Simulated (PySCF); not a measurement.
SMILES Cl[Si](Cl)(Cl)C[SiH2][Si](Cl)(Cl)Cl (CH4Cl6Si3) at its GFN2-xTB optimised geometry (Å):

```
14

Cl    -4.8356    -0.7080     1.5816
Si    -2.9768    -0.6144     0.7938
Cl    -2.5864    -2.3522    -0.1587
Cl    -2.9036     0.9032    -0.5373
C     -1.7025    -0.3276     2.1815
Si     0.1209    -0.7883     1.8238
Si     0.9455     0.4051     0.0000
Cl     0.3650    -0.3857    -1.7772
Cl     2.9768     0.4051     0.0000
Cl     0.3670     2.3522     0.0000
H     -1.7403     0.7226     2.4724
H     -2.0144    -0.8887     3.0621
H      0.8800    -0.4735     3.0426
H      0.2124    -2.2345     1.5955
```

Method: CAM-B3LYP/def2-TZVP (PySCF). Cells within 0.4 Å of a nucleus heavier than hydrogen are left out (blank, or x).

Map of the HOMO amplitude (bohr^(-3/2)) on the plane z = 0.8 Å; orbital energy -9.92 eV, overall sign arbitrary:

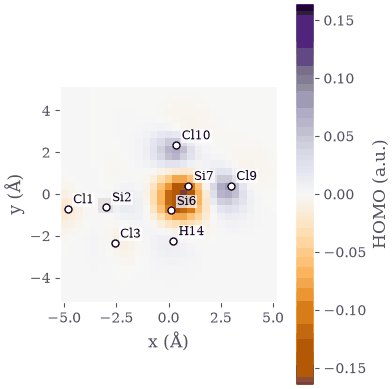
*HOMO amplitude (bohr^(-3/2)) on the plane z = 0.8 Å.*
